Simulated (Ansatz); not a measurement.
# What MgSiS3 (model cell, started as cubic perovskite with Si in the octahedra) distorts into, part 3 of 3

Aim: this structure of MgSiS3 (model cell, started as cubic perovskite with Si in the octahedra) is to be tested for unstable modes, and one is followed downhill.

Ansatz 0.2.0; DFT LDA, scalar-relativistic, plane waves, PAW; PAW set soft_1.

So far. Step 5 (Energy along the mode, all amplitudes (two of the runs …): The lowest of the steps tried is the last one, at 0.6 Å, 399 meV/atom below the parent; the bottom of the well need not coincide with a step. Step 7 (The new phase in its own primitive cell): The largest force component left is 0.33 meV/Å and the pressure is 0.001 GPa, within the tolerances set. The cell now holds 16.76 Å³/atom. The relaxed cell has a = 6.205, c = 15.082 Å (conventional setting).

The structure was built from a prototype and need not be the compound's stable phase.

### 8. Modes of the new phase, k-mesh 6×6×6, occupations fixed

A relaxed structure may still be a saddle point, so its zone-centre modes are computed. The response to a homogeneous field gives the Born charges and the dielectric tensor.

input.yaml reads:

```yaml
crystal:
  lattice:
    - [3.1022765193, 1.7911001835, 5.0272237154]
    - [-3.1022765193, 1.7911001835, 5.0272237154]
    - [0.0, -3.582200367, 5.0272237154]
  atoms:
    - { symbol: Mg, position: [0.75, 0.75, 0.75] }
    - { symbol: Mg, position: [0.25, 0.25, 0.25] }
    - { symbol: Si, position: [0.5, 0.5, 0.5] }
    - { symbol: Si, position: [0.0, 0.0, 0.0] }
    - { symbol: S, position: [0.1376155812, 0.75, 0.3623844188] }
    - { symbol: S, position: [0.8623844188, 0.25, 0.6376155812] }
    - { symbol: S, position: [0.3623844188, 0.1376155812, 0.75] }
    - { symbol: S, position: [0.6376155812, 0.8623844188, 0.25] }
    - { symbol: S, position: [0.25, 0.6376155812, 0.8623844188] }
    - { symbol: S, position: [0.75, 0.3623844188, 0.1376155812] }
kpoints:
  mp_grid: { grid: [6, 6, 6] }
hamiltonian:
  xc: lda
  pseudopotentials: { kind: paw, azcp: { folder: soft_1 }, xc_functional: pbe }
scf:
  occupations: { method: fixed }
output:
  eigenvalues: true
phonons:
  method: dfpt
  dielectric: true
  rigid_motions: translations
```

Launch:

```console
ansatz run input.yaml --threads 4 --pin off --max-ram 16384MiB --backend cpu --events-out ev --progress --plain --runs-dir out
```

Numbers of over 12 decimals in the logs are rounded to 6 here.

Output:

```text
[...]
Crystal: 10 atoms, lattice volume = 167.602 Å³
Basis set: ecut = 420 eV, 3287 PW (Γ), exchange–correlation on 96×96×96 points (8 copies of the dense FFT grid, shifted against one another)
Bands: 42, of which v1, the nominal top of the filled ones, is band 32 counted from 1 (31 counted from 0)
Symmetry: 12 space group operations
k-points: 112 of 216 (irreducible under 1 space group operation, time reversal used)
[...]
SCF iter   1: F=—  HF=-10245.969488 eV  |F-HF|=—  |Δ(HF+E_count)|=         —  Δρ=4.38e-2  dr2=3.29e0  ethr=3.10e-3  ⟨swp⟩=5.0  Hψ=20048  notcnv=0  defer=816
[...]
SCF iter   9: F=-10244.965645 eV  HF=-10244.965645 eV  |F-HF|=3.64e-12  |Δ(HF+E_count)|=  1.26e-10  Δρ=1.90e-7  dr2=6.18e-11  ethr=1.00e-12  ⟨swp⟩=18.9  Hψ=43787  notcnv=0
SCF 1 converged in 9 iterations: F = -10244.965645 eV  dr2 = 6.18e-11
[...]
NSCF: frozen V_eff on 6 k-points
DFPT response loops at Γ: preconditioner auto → Resta (q_TF=auto, 2.324 Å⁻¹)  ε∞=8.7 (no band partly filled); β = 1.00, the filter's whole step (`scf.mixing.beta` (0.50) is not read by the response loops at its default; to damp them type it under 1.00, their step now; it binds the ground state too); Broyden in place of MSR1
── the response to a field inside a basis, on 8×8×8 k-points: an SCF that follows is theirs, and a resumed run solves both again ──
Bands: 33, of which v1, the nominal top of the filled ones, is band 32 counted from 1 (31 counted from 0)
k-points: 60
[...]
Eigensolver: Dense (60 Hₖ)
SCF iter   1: F=—  HF=-10244.902499 eV  |F-HF|=—  |Δ(HF+E_count)|=         —  Δρ=1.73e-4  dr2=1.73e-5  ethr=1.00e-1
[...]
SCF iter   3: F=-10244.902499 eV  HF=-10244.902499 eV  |F-HF|=3.31e-8  |Δ(HF+E_count)|=   7.31e-8  Δρ=6.32e-6  dr2=8.93e-8  ethr=9.58e-9
SCF 1 converged in 3 iterations: F = -10244.902499 eV  dr2 = 8.93e-8
[...]
WARN: field response: ε∞ stands inside a basis, on 8×8×8 points; the force constants stand on the 6×6×6 k-mesh, whose period is 11.17 times the interband length at k = (0.0000, 0.0000, 0.0000), direct gap 0.800 eV, under 14: take them and everything formed from them as unconverged, and compare with a denser kpoints.mp_grid
SCF converged after 9 iterations
Free energy (F): -10244.965645 eV
[...]
Internal energy: -10244.965645 eV  (E = F + TS)
E sigma→0 (E₀):  -10244.965645 eV
Fermi energy:    7.757288 eV
[...]
--- Band table (eV; the first three rows and the last of 112) ---
  k-point 0: bands = [... 28 lower, 7.0119, 7.1217, 7.1217, 7.7573, 8.5577, 9.9670, 11.0615, 11.0615, ... 6 higher]
  k-point 1: bands = [... 28 lower, 6.7682, 7.2286, 7.3124, 7.6031, 8.7419, 10.3220, 10.8845, 11.0954, ... 6 higher]
  k-point 2: bands = [... 28 lower, 6.4797, 7.1245, 7.2728, 7.4089, 8.7484, 9.6595, 11.1556, 11.5258, ... 6 higher]
  k-point 111: bands = [... 28 lower, 6.7265, 6.7265, 6.7265, 6.7265, 8.7384, 8.7384, 12.1043, 12.1043, ... 6 higher]
--- Phonons (Γ-DFPT): 6 representative perturbations + reference, on 112 of 216 k-points (Σ response iterations 18) ---
  k mesh reduced under 1 symmetry operation, with k and −k counted as one. Each operation leaves every solved perturbation unchanged. A smaller set is not considered because the run solves the response to a homogeneous field
  ASR residual: 1.646e-4 → 0.000e0 eV/Å²; symmetrization residual: 2.008e-5 eV/Å²
  ASR residual per site (eV/Å²): 1.65e-4 1.65e-4 6.23e-5 6.23e-5 3.81e-5 3.81e-5 5.50e-5 5.50e-5 3.81e-5 3.81e-5
  Γ frequencies (cm⁻¹): -187.27 -146.33 -105.95 -105.95 0.00 0.00 0.00 107.76 107.76 127.94 172.77 172.77 173.83 207.85 207.85 281.34 281.34 285.65 316.65 320.05 327.58 327.58 373.64 376.61 392.81 392.81 395.63 395.63 416.35 416.35
  ε∞ (high-frequency dielectric tensor):
       10.127824    -0.000000     0.000000
       -0.000000    10.127824     0.000000
        0.000000     0.000000    14.350323
  softest optical mode at Γ: -187.27 cm⁻¹; the repairs (sum rule, projections) moved no ω² at Γ by more than (2.93 cm⁻¹)²
  Born effective charges Z* (e; rows j = field, columns β = displacement):
    site 0:
         2.53696    0.00000    0.00000
         0.00000    2.53696    0.00000
         0.00000    0.00000    2.37118
    site 1:
         2.53696   -0.00000    0.00000
         0.00000    2.53696    0.00000
        -0.00000    0.00000    2.37118
    site 2:
         4.53235    0.88601    0.00000
        -0.88601    4.53235    0.00000
         0.00000    0.00000    4.41272
    site 3:
         4.53235   -0.88601   -0.00000
         0.88601    4.53235    0.00000
        -0.00000    0.00000    4.41272
    site 4:
        -2.33475   -0.03756   -0.52042
        -0.03756   -2.37812    0.30047
        -0.77446    0.44713   -2.26130
    site 5:
        -2.33475   -0.03756   -0.52042
        -0.03756   -2.37812    0.30047
        -0.77446    0.44713   -2.26130
    site 6:
        -2.39981    0.00000    0.00000
        -0.00000   -2.31307   -0.60093
         0.00000   -0.89427   -2.26130
    site 7:
        -2.39981    0.00000    0.00000
        -0.00000   -2.31307   -0.60093
         0.00000   -0.89427   -2.26130
    site 8:
        -2.33475    0.03756    0.52042
         0.03756   -2.37812    0.30047
         0.77446    0.44713   -2.26130
    site 9:
        -2.33475    0.03756    0.52042
         0.03756   -2.37812    0.30047
         0.77446    0.44713   -2.26130
  Z* charge neutrality: 2.549e-2 e pre-enforcement
  solved inside a basis spanned on kpoints, on 8×8×8 k-points transformed towards the longest dipole: ε∞ is read to err by 6.4e-2, Z* by 2.7e-2 e (field_mesh: kpoints solves on kpoints); Z* is corrected for what the basis lacks
  optical modes at Γ without the LO–TO term, one row a degenerate level:
      ω (cm⁻¹)  modes    IR ((D/Å)²/amu)
       -187.27      1            25.8145
       -146.33      1             0.0000
       -105.95      2            11.0728
        107.76      2             0.0000
        127.94      1            10.7288
        172.77      2            19.2823
        173.83      1             0.0000
[...]
optical modes at Γ + LO–TO along q̂ = [1.0000, 0.0000, 0.0000]:
      ω (cm⁻¹)  modes    IR ((D/Å)²/amu)
[...]
optical modes at Γ + LO–TO along q̂ = [0.0000, 1.0000, 0.0000]:
      ω (cm⁻¹)  modes    IR ((D/Å)²/amu)
[...]
optical modes at Γ + LO–TO along q̂ = [0.0000, 0.0000, 1.0000]:
      ω (cm⁻¹)  modes    IR ((D/Å)²/amu)
[...]
173.83      1             0.0000
        207.85      2             0.0000
        281.34      2             0.0000
        285.65      1             0.0000
        316.65      1             0.0000
        327.58      2            59.9434
        371.47      1            47.7560
        373.64      1             0.0000
        376.61      1             0.0000
        392.81      2            33.0111
        395.63      2             0.0000
        416.35      2            20.7318
```

Wall time 4.4 min (4 threads of Arm Neoverse V1, shared host); peak memory 3 GiB.

This step gave:

- sum-rule residual before enforcement: 1.65e-4 eV/Å²
- miss of the charge sum rule: 0.02549 e
- estimated error of the dielectric tensor: 0.06393
- estimated error of the Born charges: 0.02740 e
- point group: -3m
- highest optical mode at the zone centre (no LO-TO term): 416.4 cm⁻¹
- lowest optical zone-centre mode: -187.3 cm⁻¹
- mean high-frequency dielectric constant: 11.54
- largest Born charge (third of the trace): 4.492 e
- top of the zone-centre spectrum with the field: 470.8 cm⁻¹

Patterns of degenerate modes are one choice out of their space. Modes at Γ, with each element's share of the kinetic energy (negative means imaginary):

| mode | frequency (cm⁻¹) | symmetry | Mg % | Si % | S % |
| --- | --- | --- | --- | --- | --- |
| 1 | -187.3 | A2u | 69 | 1 | 30 |
| 2 | -146.3 | A2g | 98 | 0 | 2 |
| 3 | -106.0 | Eu | 6 | 3 | 90 |
| 4 | -106.0 | Eu | 6 | 3 | 90 |
| 5 | 0.0 | acoustic | 16 | 19 | 65 |
| 6 | 0.0 | acoustic | 16 | 19 | 65 |
| 7 | 0.0 | acoustic | 16 | 19 | 65 |
| 8 | 107.8 | Eg | 10 | 0 | 90 |
| 9 | 107.8 | Eg | 10 | 0 | 90 |
| 10 | 127.9 | A2u | 14 | 59 | 27 |
| 11 | 172.8 | Eu | 18 | 62 | 19 |
| 12 | 172.8 | Eu | 18 | 62 | 19 |
| 13 | 173.8 | A2g | 2 | 0 | 98 |
| 14 | 207.8 | Eg | 49 | 0 | 51 |
| 15 | 207.8 | Eg | 49 | 0 | 51 |
| 16 | 281.3 | Eg | 0 | 0 | 100 |
| 17 | 281.3 | Eg | 0 | 0 | 100 |
| 18 | 285.6 | A1g | 0 | 0 | 100 |
| 19 | 316.6 | A1u | 0 | 23 | 77 |
| 20 | 320.1 | A2u | 0 | 21 | 78 |
| 21 | 327.6 | Eu | 37 | 32 | 31 |
| 22 | 327.6 | Eu | 37 | 32 | 31 |
| 23 | 373.6 | A2g | 0 | 0 | 100 |
| 24 | 376.6 | A1u | 0 | 77 | 23 |
| 25 | 392.8 | Eu | 2 | 61 | 37 |
| 26 | 392.8 | Eu | 2 | 61 | 37 |
| 27 | 395.6 | Eg | 40 | 0 | 60 |
| 28 | 395.6 | Eg | 40 | 0 | 60 |
| 29 | 416.4 | Eu | 20 | 23 | 57 |
| 30 | 416.4 | Eu | 20 | 23 | 57 |

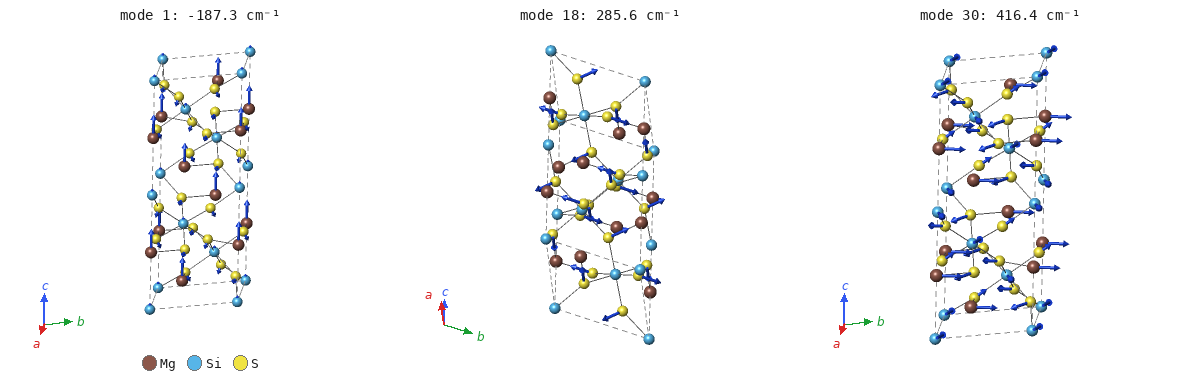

Displacement patterns of modes 1, 18 and 30 at Γ; arrows are exaggerated. Bonds to atoms that aren't drawn are left out. Some periodic images of atoms are drawn too.

Optical modes at the zone centre, without and with the macroscopic field of the longitudinal modes; each column is sorted by frequency, so a row need not hold one and the same mode. Modes with and without the field, by row:

```csv
rank among optical modes,no field (cm⁻¹),"q along (1, 0, 0) (cm⁻¹)","q along (0, 0, 1) (cm⁻¹)"
1,-187.3,-187.3,-146.3
2,-146.3,-146.3,-140.5
3,-106,-106,-106
4,-106,-86.4,-106
5,107.8,107.8,107.8
6,107.8,107.8,107.8
7,127.9,127.9,161.1
8,172.8,172.8,172.8
9,172.8,173.8,172.8
10,173.8,192.7,173.8
11,207.8,207.8,207.8
12,207.8,207.8,207.8
13,281.3,281.3,281.3
14,281.3,281.3,281.3
15,285.6,285.6,285.6
16,316.6,316.6,316.6
17,320.1,320.1,327.6
18,327.6,327.6,327.6
19,327.6,356.9,371.5
20,373.6,373.6,373.6
21,376.6,376.6,376.6
22,392.8,392.8,392.8
23,392.8,395.6,392.8
24,395.6,395.6,395.6
25,395.6,406.7,395.6
26,416.4,416.4,416.4
27,416.4,470.8,416.4
```

Born charge (rows field, columns displacement) (e), principal values of the symmetric part by kind of site:

```
atom  atoms with these values    low  middle   high   mean
 Mg1                        2   2.37    2.54   2.54   2.48
 Si3                        2   4.41    4.53   4.53   4.49
  S5                        6  -3.04   -2.40  -1.54  -2.32
```

In full for Mg1:

```
2.54 0.00 0.00
0.00 2.54 0.00
0.00 0.00 2.37
```

High-frequency dielectric tensor:

```
10.13  0.00  0.00
 0.00 10.13  0.00
 0.00  0.00 14.35
```

Transverse modes; imaginary modes are left out. Lines of the infrared spectrum (strongest = 100):

```
position (cm⁻¹)  relative intensity
            108                 0.0
            128                  18
            173                  32
            174                 0.0
            208                 0.0
            281                 0.0
            286                 0.0
            317                 0.0
            320                  53
            328                 100
            374                 0.0
            377                 0.0
            393                  55
            396                 0.0
            416                  35
```

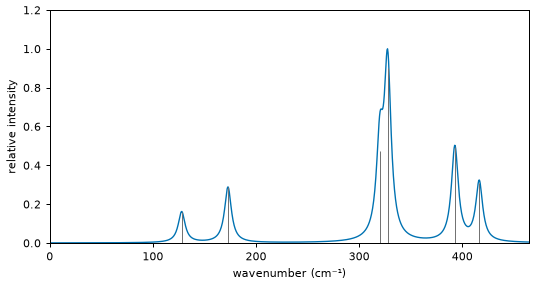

The infrared spectrum, broadened with Lorentzians of width 8 cm⁻¹; bars mark the lines.

Before it was imposed, the acoustic sum rule was missed by 1.6e-4 eV/Å² and the charge sum rule by 0.025 e. Small misses are needed for a sound result but don't prove that mesh and cutoff are converged. The lowest optical mode is imaginary, 187.3i cm⁻¹, so the energy falls along it.

The log warns of the k mesh: “the force constants stand on the 6×6×6 k-mesh, whose period is 11.17 times the interband length at k = (0.0000, 0.0000, 0.0000), direct gap 0.800 eV, under 14: take them and everything formed from them as unconverged”.

### 9. Summary of results

| Property | Result |
| --- | --- |
| unstable mode of the parent | q = (-0.5, -0.5, -0.5), 238i cm⁻¹ |
| depth at the lowest point sampled | 399 meV/atom |
| largest atomic shift at that point | 0.6 Å |
| space group reached (within 0.01 Å) | R-3c |
| energy gained over the parent (first relaxation, on the mesh of the frozen mode) | 446 meV/atom |
| volume per atom, phase reached | 16.8 Å³ |
| gap on the k-mesh, phase reached | 0.800 eV |
| lowest optical zone-centre mode, phase reached | -187 cm⁻¹ |
| highest optical mode at the zone centre (no LO-TO term), phase reached | 416 cm⁻¹ |

In words: Along this mode the structure falls into R-3c, 446 meV/atom below the parent. At the parent's cell the well is 398.5 meV/atom deep on the steps tried, with its lowest point at a shift of 0.6 Å. That is the last step tried, so the steps alone don't bracket the bottom of the well. Relaxing atoms and cell changes the gain by +47.10 meV/atom against the lowest step (energies at zero smearing). The new phase still has an imaginary mode at the zone centre of its cell, so it is a saddle point on the way to a lower structure. Of the 4 patterns followed to their end from this parent, this one reaches the lowest energy. Each path keeps the symmetry of its pattern, so a lower phase may lie along a pattern not tried. With the field response the log warns that the k mesh is coarse for the force constants too, so the frequencies may not be converged. With no gap, or one that is small against the smearing, the frequencies hang on the k mesh and the smearing, most of all near Kohn anomalies. The PAW files were made for PBE and serve the other functionals too. A phonon run warned that its eigensolver left some bands unconverged in a pass. The starting cell was built on a prototype and not taken from a measurement, so the phase need not exist.

[Logs are printed without paths, hosts, clocks, repeated set-up lines and the standing remarks that a program may print on its own settings, such as how far it seeks lower states.]

[Hosts, paths, dates, database ids (printed as entryN), source tags and the programs' standing remarks are cut or masked in the printed files.]
